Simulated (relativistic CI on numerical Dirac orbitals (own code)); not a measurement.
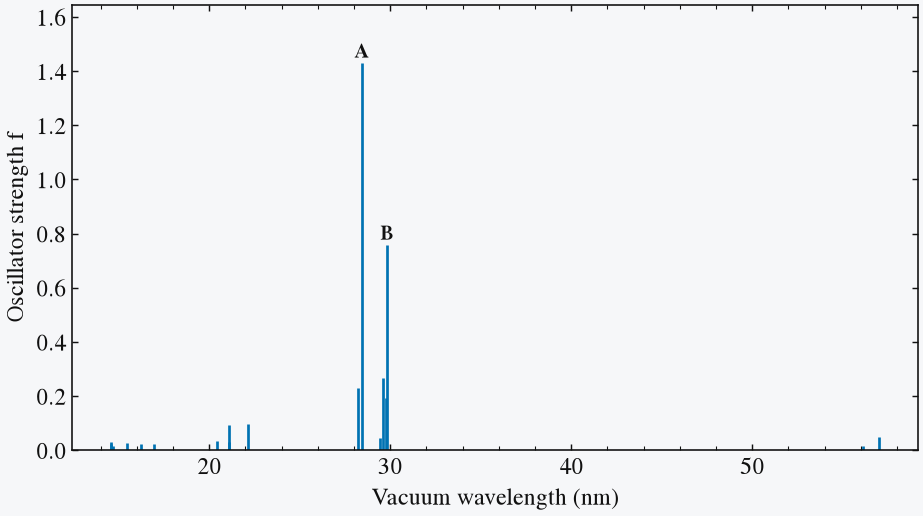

Computed spectrum: absorption lines from the lowest level (oscillator strengths f) of an atom or ion with 16 electrons. Computed by relativistic CI on Dirac orbitals, KLI exchange-only orbitals, Breit term, model QED, valence Slater integrals scaled by 0.9, configurations shifted onto measured levels (radial Dirac CI code).

Q: Which ion is it, and what are the lettered lines?

A: Sc⁵⁺. A: 3s² 3p³ 3d ³D°₃ ← 3s² 3p⁴ ³P₂, 28.42 nm, f = 1.4; B: 3s² 3p³ 3d ³P°₂ ← 3s² 3p⁴ ³P₂, 29.82 nm, f = 0.76.

Caveat: shifts are fitted to measured levels, configurations with none paired borrow a shift and can be misplaced by tens of thousands of cm⁻¹; one shift a configuration: terms inside it, and wavelengths, can be off by thousands of cm⁻¹; only a limited list of configurations is included, so lower levels can be missing; only lines among the lowest 400 of 1518 levels are drawn, so those from 3s² 3p³ 5p, 3s 3p⁴ 4p, 3p⁵ 3d and 3s 3p³ 3d² are incomplete.
